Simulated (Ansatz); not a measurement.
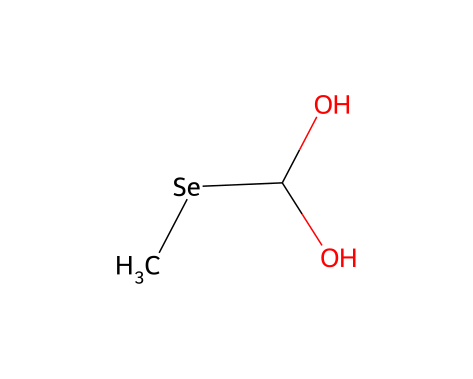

Transcribe the drawing into SMILES.

Answer. C[Se]C(O)O

What is the molecular formula?

Answer. C2H6O2Se.

An optimisation with PBE0-D4/def2-TZVP gave a structure of which point group?

Answer. C1. Other conformers may differ.

The parts below concern this one geometry. Atoms keep their numbers from picture to picture. The computed structure is the end point of a PBE0-D4/def2-TZVP optimisation.

## Geometry

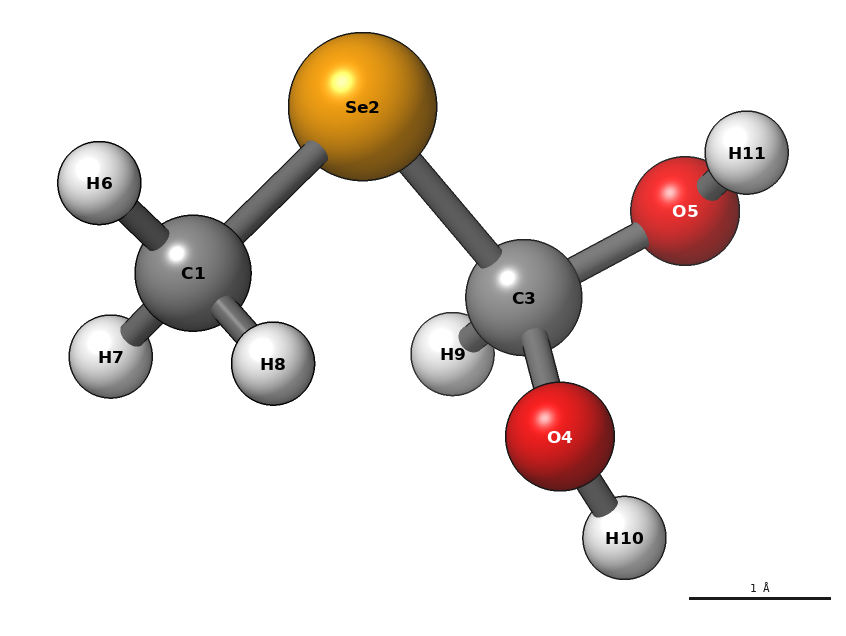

What is the geometry at Se2?

Answer. Se2 has 2 neighbours (C1 at 1.94, C3 at 1.97 Å); the arrangement is bent.

What is the geometry at C3?

Answer. C3 has 4 neighbours (Se2 at 1.97, O4 at 1.39, O5 at 1.38, H9 at 1.09 Å); the arrangement is tetrahedral.

What is the geometry at O5?

Answer. O5 has 2 neighbours (C3 at 1.38, H11 at 0.97 Å); the arrangement is bent.

How are the neighbours of atom 4 arranged?

Answer. O4 has 2 neighbours (C3 at 1.39, H10 at 0.96 Å); the arrangement is bent.

What is the dihedral angle C1–Se2–C3–O4?

Answer. 42° in size, that is gauche.

## Dipole moment

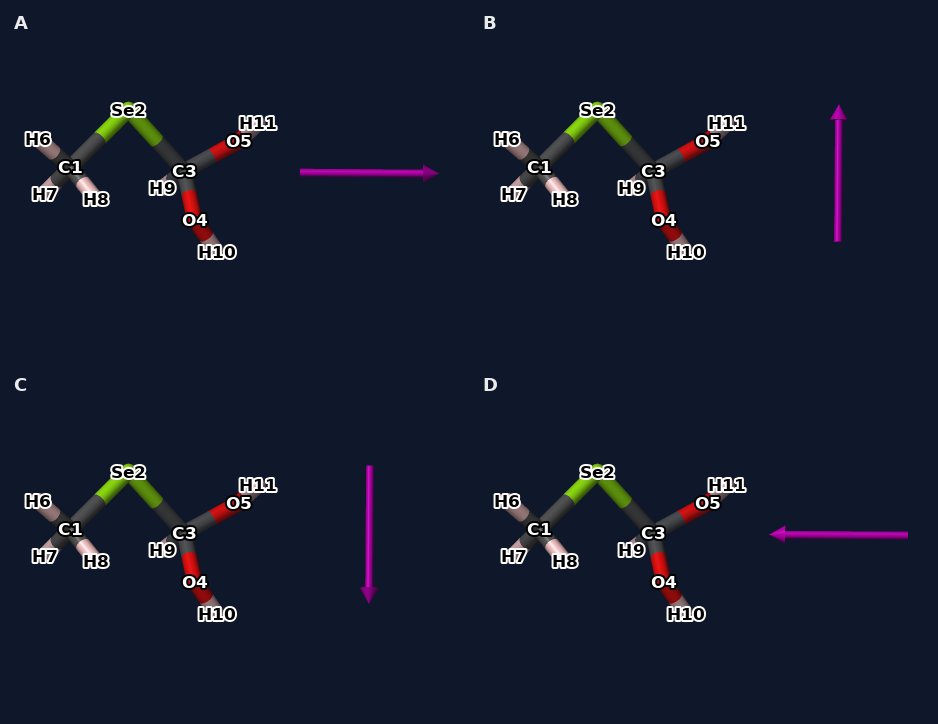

The same molecule four times, each with an arrow. Properties computed with RKS PBE0-D4/def2-TZVP (Ansatz 0.2.0).

Which arrow points along the dipole moment, from the negative to the positive end?

Answer. C. The dipole moment is 1.85 D; it points from the side of Se2 to the side of H10 (the outermost atoms at the two ends).

## Electronic properties

Method: RKS BLYP-D4/def2-TZVPP (Ansatz 0.2.0).

Predict the main results.

- HOMO energy (Kohn–Sham orbital): −5.00 eV
- LUMO energy (Kohn–Sham orbital): −0.65 eV
- HOMO–LUMO gap: 4.35 eV
- dispersion correction: −48.5 kJ/mol

## Vibrations

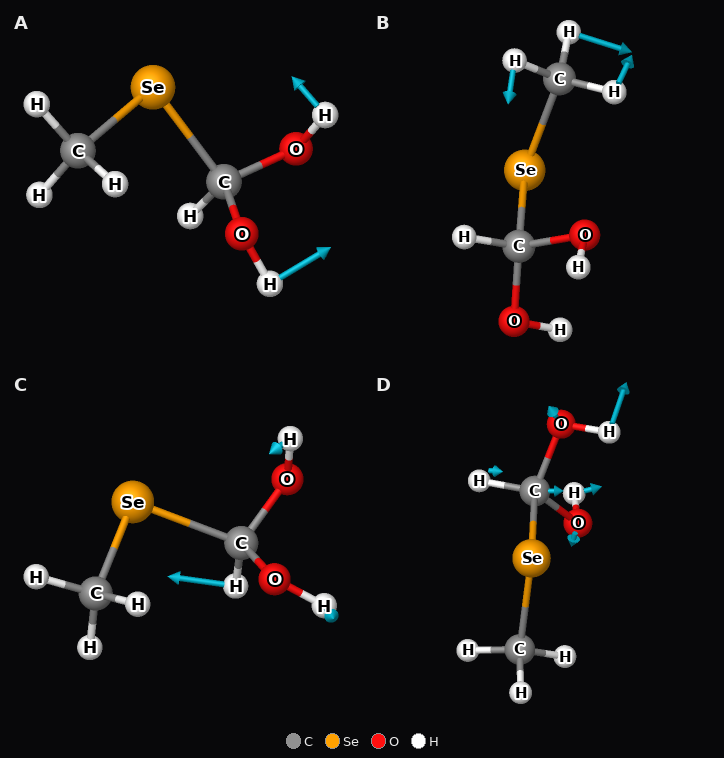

4 normal modes of one molecule or complex, as arrows. Harmonic vibrations computed with RKS PBE0-D4/def2-TZVP (Ansatz 0.2.0) at a stationary point of the same level.

Match the panels to the wavenumbers 299 cm⁻¹, 590 cm⁻¹, 1177 cm⁻¹, 1453 cm⁻¹.

Answer. A: 299 cm⁻¹, a torsion or out-of-plane motion in which bond lengths and bond angles hardly change
B: 1453 cm⁻¹, H–C–H bending
C: 1177 cm⁻¹, angle bending
D: 590 cm⁻¹, O–C–O bending
